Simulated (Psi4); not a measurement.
**CH5BClN (SMILES CNBCl), step by step**

Aim: a structure relaxation (PBE-D3(BJ)/def2-SVP), then vibrational wavenumbers of CH5BClN. 

The calculation is run with Psi4 1.11.

## 1. The structure to begin with

CH5BClN: 9 atoms, total charge 0, spin state singlet. As SMILES, `CNBCl`. The shape is that of a PBE0-D4/def2-TZVP optimisation. This is one conformer, not always the lowest. The run starts from this shape.

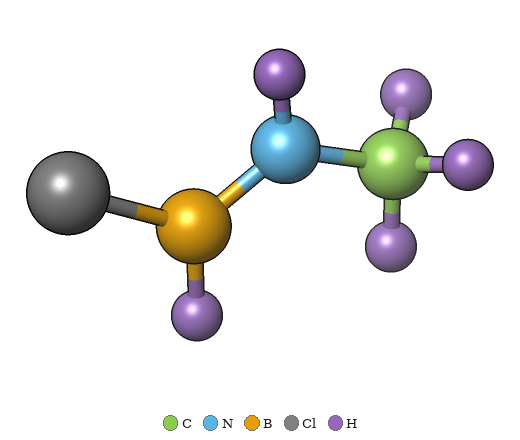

Viewed from a chosen angle; carbon green, nitrogen blue, boron amber, chlorine grey, hydrogen purple.

## 2. A structure relaxation at PBE-D3(BJ)/def2-SVP (density fitting) (run 1)

ch5bcln.xyz

```xyz
9
CH5BClN
C      0.510100     0.482100    -0.973400
N     -0.407900    -0.226000    -0.111700
B     -0.261100    -0.415200     1.248200
Cl    -1.495300    -1.314500     2.144800
H      0.907000    -0.170400    -1.756500
H      0.027900     1.338900    -1.452800
H      1.346700     0.849900    -0.380000
H     -1.220500    -0.605500    -0.573900
H      0.681600     0.014200     1.838200
```

calc.py

```python
import psi4

psi4.set_memory('1600 MB')
psi4.set_num_threads(1)
psi4.core.set_output_file('ch5bcln.out', False)

with open('ch5bcln.xyz') as f:
    atoms = ''.join(f.readlines()[2:])
molecule = psi4.geometry('0 1\n' + atoms + '')

psi4.set_options({
    'basis': 'def2-SVP',
    'geom_maxiter': 60,
})

E, wfn = psi4.optimize("pbe-d3bj", return_wfn=True)
print('E =', round(E, 9))
print(molecule.to_string(dtype='xyz', units='Angstrom'))
for k, v in sorted(psi4.core.scalar_variables().items()):
    print(f'{k:45s} {v:18.10f}')
```

Started as:

```console
$ python calc.py
```

ch5bcln.out:

```text
[...]
  Running in c1 symmetry.
[...]
  Nuclear repulsion =  139.526732547656678
[...]
  Multiplicity = 1
[...]
  Nalpha       = 20
  Nbeta        = 20
[...]
    Number of basis functions: 85
[...]
   @DF-RKS iter   1:  -580.00561238610965    1.75032e-02   1.03014e-02 ADIIS/DIIS
[...]
   @DF-RKS iter   7:  -580.41166864847094   -3.41061e-13   3.64338e-09 DIIS
[...]
    Orbital Energies [Eh]
    ---------------------
    Doubly Occupied:
       1A   -100.617329     2A    -14.013396     3A     -9.939207
       4A     -9.153209     5A     -6.981286     6A     -6.975099
       7A     -6.973559     8A     -6.540353     9A     -0.819337
      10A     -0.734150    11A     -0.612862    12A     -0.488238
      13A     -0.434549    14A     -0.394267    15A     -0.379436
      16A     -0.341869    17A     -0.316584    18A     -0.292179
      19A     -0.251961    20A     -0.231308
[...]
  @DF-RKS Final Energy:  -580.41166864847094
   => Energetics <=
    Nuclear Repulsion Energy =            138.2866280426166554
    One-Electron Energy =               -1071.6430454630913118
    Two-Electron Energy =                 399.0828547037247063
    DFT Exchange-Correlation Energy =     -46.1322886033815891
    Empirical Dispersion Energy =          -0.0058173283394642
    VV10 Nonlocal Energy =                  0.0000000000000000
    Total Energy =                       -580.4116686484709362
[...]
 Multipole Moments:
 ------------------------------------------------------------------------------------
     Multipole            Electronic (a.u.)      Nuclear  (a.u.)        Total (a.u.)
 ------------------------------------------------------------------------------------
 L = 1.  Multiply by 2.5417464519 to convert [e a0] to [Debye]
 Dipole X            :         -5.0799123            5.2568022            0.1768898
 Dipole Y            :         -4.3742154            4.6901387            0.3159233
 Dipole Z            :          7.0237319           -8.0792810           -1.0555492
 Magnitude           :                                                    1.1159219
[...]
  -Total Gradient:
     Atom            X                  Y                   Z
    ------   -----------------  -----------------  -----------------
       1        0.000023776931     0.000008321399     0.000029971527
       2       -0.000045651296    -0.000030187218     0.000033179752
       3        0.000027129920     0.000021790630    -0.000073349517
       4       -0.000036514660    -0.000021973760     0.000013871131
       5       -0.000010029832    -0.000018169465    -0.000004436028
       6       -0.000020949544     0.000000370740    -0.000001126890
       7       -0.000013415253    -0.000011828264     0.000021474478
       8        0.000009980671     0.000013476217    -0.000035679005
       9        0.000012373925     0.000007414088     0.000014873781
[...]
```

It took 21 s on 1 thread of Intel Xeon 6975P-C (Granite Rapids), shared host; peak memory 0.71 GiB.

Steps, from the record of the run:

```tsv
step	energy from the first frame kept (eV)	largest force (eV/Å)
0	0.0000	0.6798
1	-0.0340	0.1053
2	-0.0342	0.0302
3	-0.0342	0.0042
```

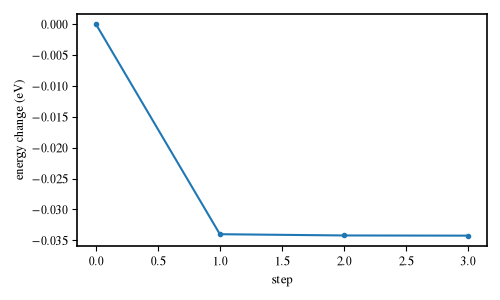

Energy along the run.

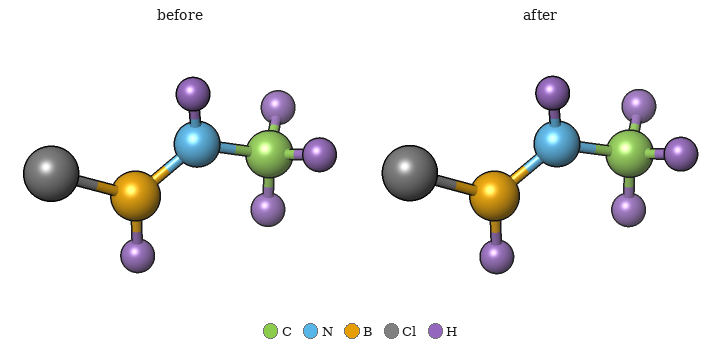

Before and after, at one scale.

After the run. Bond lengths: C1–N2 1.451 Å, N2–B3 1.396 Å, B3–Cl4 1.782 Å, C1–H5 1.112 Å, C1–H6 1.112 Å, C1–H7 1.106 Å, N2–H8 1.024 Å, B3–H9 1.213 Å. Some angles: C1–N2–B3 126.5°, N2–B3–Cl4 119.6°, C1–N2–H8 115.0°, B3–N2–H8 118.6°, N2–C1–H5 111.9°, N2–C1–H6 111.9°, N2–C1–H7 109.4°, N2–B3–H9 121.1°, Cl4–B3–H9 119.3°, H5–C1–H6 107.7°.

## 3. The harmonic vibrations at PBE-D3(BJ)/def2-SVP (density fitting) (run 2)

calc.inp

```
memory 1.6 GB

molecule {
  0 1
  C      0.519274     0.490167    -0.987194
  N     -0.399408    -0.220023    -0.117604
  B     -0.257663    -0.414964     1.257206
  Cl    -1.504818    -1.321195     2.150847
  H      0.924282    -0.167009    -1.787334
  H      0.034436     1.361386    -1.479167
  H      1.372245     0.866697    -0.391667
  H     -1.225075    -0.606417    -0.584595
  H      0.702290     0.023089     1.855841
  units angstrom
}

set reference rks
set t 700.0
set rotational_symmetry_number 1

e_tot, wfn = frequencies('pbe-d3(bj)/def2-SVP', return_wfn=True)
```

Started as:

```console
$ psi4 calc.inp calc.out -n 1
```

calc.out, shortened:

```text
[...]
  Running in c1 symmetry.
[...]
  Nuclear repulsion =  138.286624986354440
[...]
  Multiplicity = 1
[...]
  Nalpha       = 20
  Nbeta        = 20
[...]
    Number of basis functions: 85
[...]
   @DF-RKS iter   1:  -580.01775042038105   -4.16416e-02   1.01489e-02 ADIIS/DIIS
[...]
   @DF-RKS iter  12:  -580.41166732486010   -3.63798e-12   3.88376e-09 DIIS
[...]
  @DF-RKS Final Energy:  -580.41166732486010
   => Energetics <=
    Nuclear Repulsion Energy =            138.2959032278595259
    One-Electron Energy =               -1071.6604466593560119
    Two-Electron Energy =                 399.0915632615703430
    DFT Exchange-Correlation Energy =     -46.1328692265841411
    Empirical Dispersion Energy =          -0.0058179283498510
    VV10 Nonlocal Energy =                  0.0000000000000000
    Total Energy =                       -580.4116673248601046
[...]
  -Total Gradient:
     Atom            X                  Y                   Z
    ------   -----------------  -----------------  -----------------
       1        0.000098201065     0.000046782339     0.000061936442
       2       -0.000495085111    -0.000219697158    -0.000421727687
       3        0.000191248551     0.000092590217     0.000178912737
       4       -0.000066752944    -0.000045055076     0.000006636788
       5       -0.000008796016    -0.000020302418    -0.000002853845
       6       -0.000022407523     0.000001564471     0.000000316687
       7       -0.000004298009    -0.000004063770     0.000013397846
       8        0.000523815095     0.000217849951     0.000466313927
       9       -0.000269197427    -0.000100441923    -0.000304095891
[...]
  ==> Harmonic Vibrational Analysis <==
[...]
  Freq [cm^-1]                 164.6376            198.2259            232.6524
[...]
  IR activ [km/mol]             0.4977              1.0063              0.4807
[...]
  Freq [cm^-1]                 388.7655            674.7975            790.4805
[...]
  IR activ [km/mol]            10.2652             89.1378             42.9814
[...]
  Freq [cm^-1]                1103.1157           1125.6626           1255.8839
[...]
  IR activ [km/mol]             0.1435             64.7895             46.4915
[...]
  Freq [cm^-1]                1392.9342           1414.7301           1419.9850
[...]
  Freq [cm^-1]                1512.4480           2580.4871           2949.8102
[...]
  Freq [cm^-1]                3015.6172           3082.2348           3500.5670
[...]
```

The script printed:

```text
Warning: used thermodynamics relations inappropriate for low-frequency modes: ['164.6376' '198.2259' '232.6524' '388.7655']
```

It took 4.9 min on 1 thread of Intel Xeon 6975P-C (Granite Rapids), shared host; peak memory 0.68 GiB.

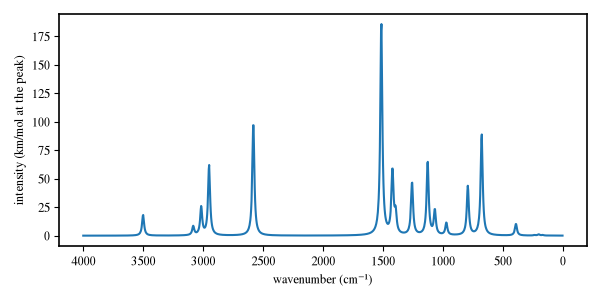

Harmonic infrared spectrum, unscaled, lines broadened by 10 cm⁻¹.

## 4. Summary of results

```
                                                                          quantity             value
                               run 1, PBE-D3(BJ)/def2-SVP: total energy at the end     -580.41167 Eh
                                         run 1, PBE-D3(BJ)/def2-SVP: dipole moment            2.84 D
                                           run 1, PBE-D3(BJ)/def2-SVP: HOMO energy          -6.29 eV
                                           run 1, PBE-D3(BJ)/def2-SVP: LUMO energy          -0.45 eV
                                         run 1, PBE-D3(BJ)/def2-SVP: HOMO–LUMO gap           5.85 eV
                                     run 1, PBE-D3(BJ)/def2-SVP: dispersion energy     -15.27 kJ/mol
                            run 2, PBE-D3(BJ)/def2-SVP: lowest harmonic wavenumber          165 cm⁻¹
                           run 2, PBE-D3(BJ)/def2-SVP: highest harmonic wavenumber         3501 cm⁻¹
                                     run 2, PBE-D3(BJ)/def2-SVP: zero-point energy      177.4 kJ/mol
run 2, PBE-D3(BJ)/def2-SVP: ideal-gas entropy at 700 K (symmetry number 1 as used)  94.0 cal/(mol K)
```

The optimisation (run 1, PBE-D3(BJ)/def2-SVP) took 4 steps and changed the energy by -0.034 eV. All 21 modes (run 2, PBE-D3(BJ)/def2-SVP) are real, so the shape is a minimum at this level.
